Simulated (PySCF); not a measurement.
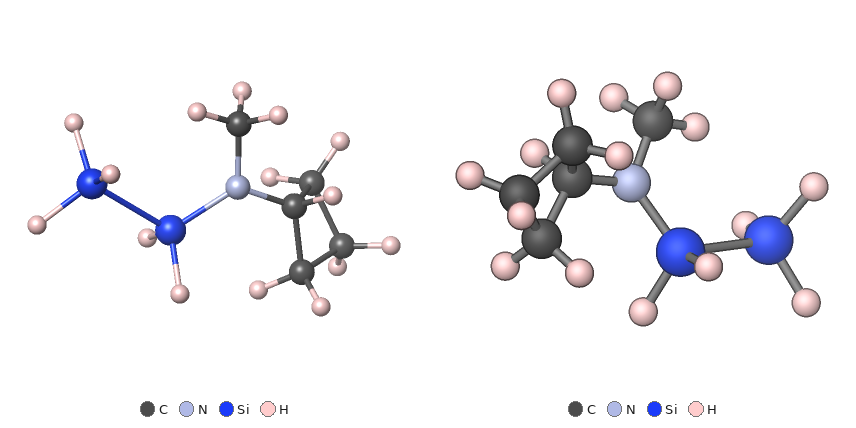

The same structure drawn twice, from different directions.

The computed structure is the end point of a PBE0-D3(BJ)/def2-SVP optimisation. No frequency run is at hand to confirm it as a minimum.

Identify the structure.

It has 23 atoms: 5 carbon, 15 hydrogen, 1 nitrogen and 2 silicon (C5H15NSi2). Its SMILES string is `CN([SiH2][SiH3])C1CCC1`. Independent rings (smallest set): 1 of 4 members. Among its groups: Si–H bond, Si–N bond. The point group is C1. Coordination, clear cases only: 1 C tetrahedral; 1 N trigonal planar; 2 Si tetrahedral.

More results for the same structure follow; atom numbers are the same in all pictures, views and colours differ.

**Shape**

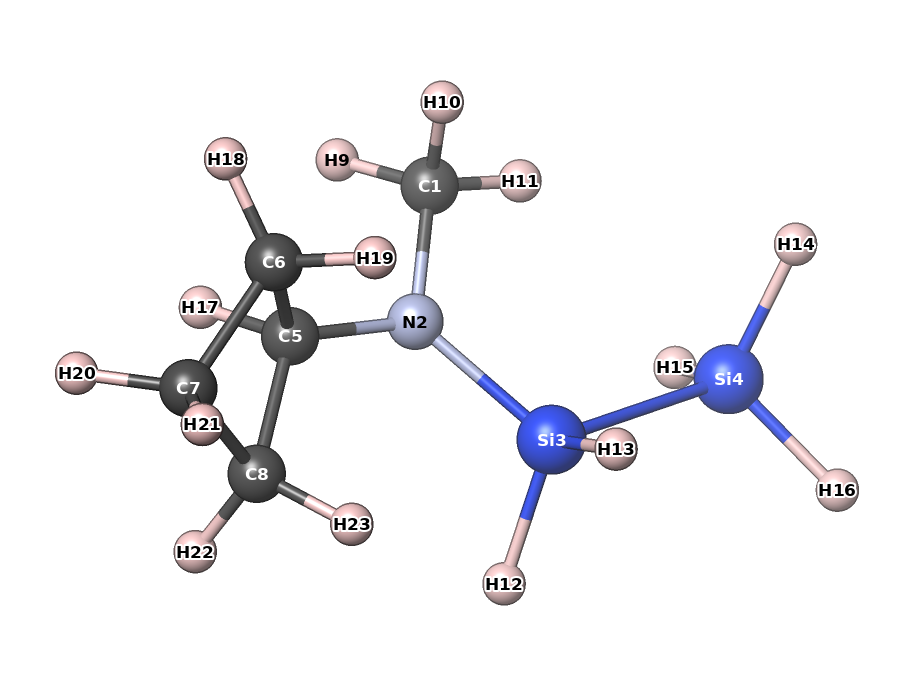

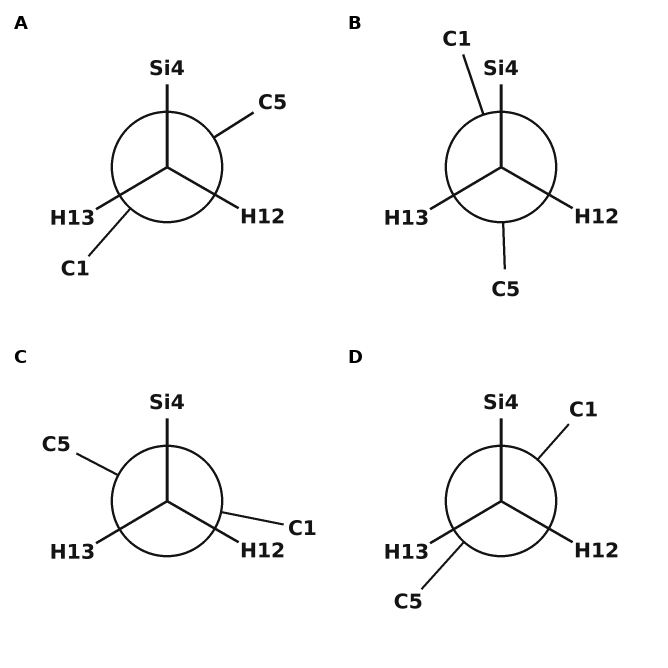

Atoms fade into the background with distance from the viewer. Bonds that would overlap in a projection are set slightly apart. No frequency run is at hand to confirm it as a minimum.

Question: Which Newman projection shows the view along Si3–N2, with Si3 in front?

Answer: B. The torsion angle Si4–Si3–N2–C1 is −19°, synperiplanar.

**Electronic properties**

No frequency run is at hand to confirm it as a minimum. Method: PBE0/pcSseg-1, gas phase (PySCF 2.14.0).

Question: Estimate the HOMO energy (Kohn–Sham orbital).

Answer: −6.26 eV.

Question: Give the HOMO–LUMO gap at this level.

Answer: 6.58 eV.

Question: What is the dipole moment?

Answer: 1.31 D.

**Ring current**

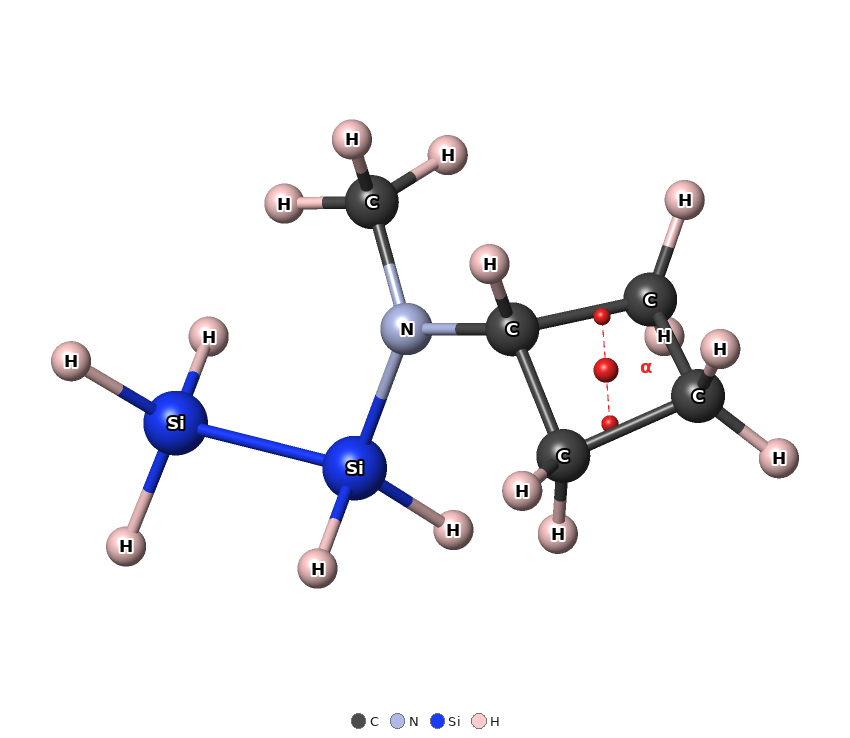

The small points mark where nucleus-independent chemical shifts (NICS) were computed: at the centre of each lettered ring and 1 Å above and below it. No frequency run is at hand to confirm it as a minimum. Level of theory: GIAO PBE0/pcSseg-1 NMR shielding, non-relativistic, IEF-PCM chloroform (PySCF 2.14.0).

Give NICS(0), NICS(1) and the out-of-plane component NICS(1)zz for each ring (means of the two sides).

```
ring  members  NICS(0)  NICS(1)  NICS(1)zz
   α       C4     −3.8     −2.4        2.1
```

Values in ppm.

**Polarisability**

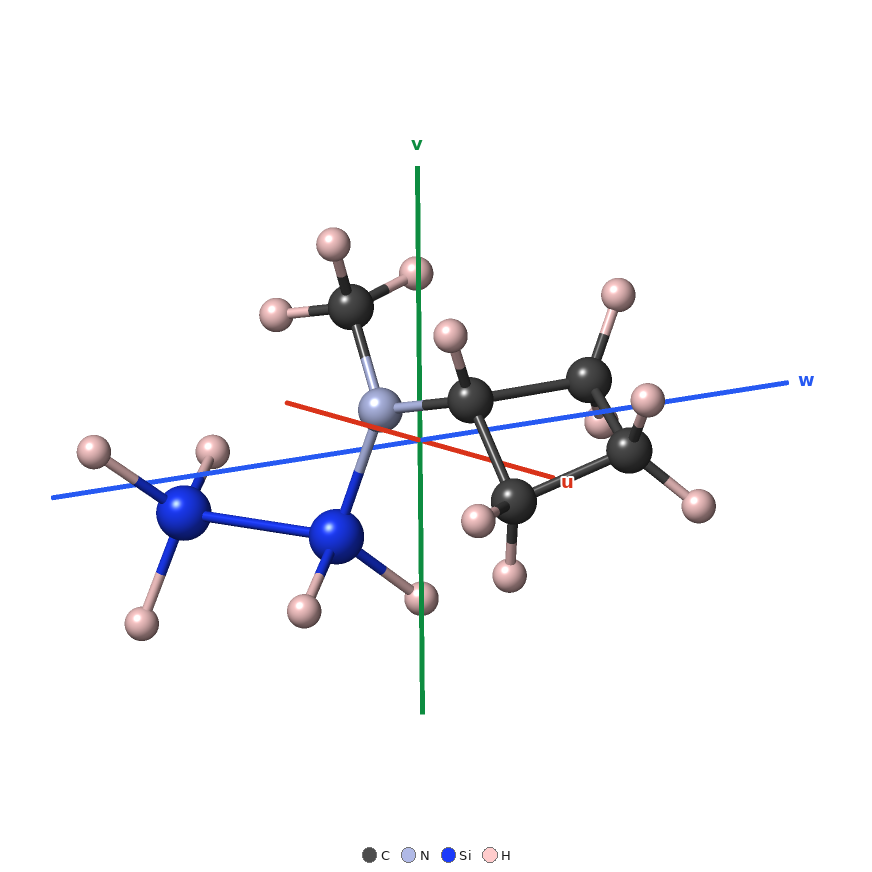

The lines u, v and w are the principal axes of the static dipole polarisability. No frequency run is at hand to confirm it as a minimum. Method: CAM-B3LYP/def2-SVPD (PySCF 2.14.0).

Question: Along which axis is the molecule most polarisable, and along which least?

Answer: Most along w, least along u.

Question: Give the three principal values.

Answer: u 104.1, v 117.7, w 150.2 bohr³; mean 124.0, anisotropy 40.9 bohr³.
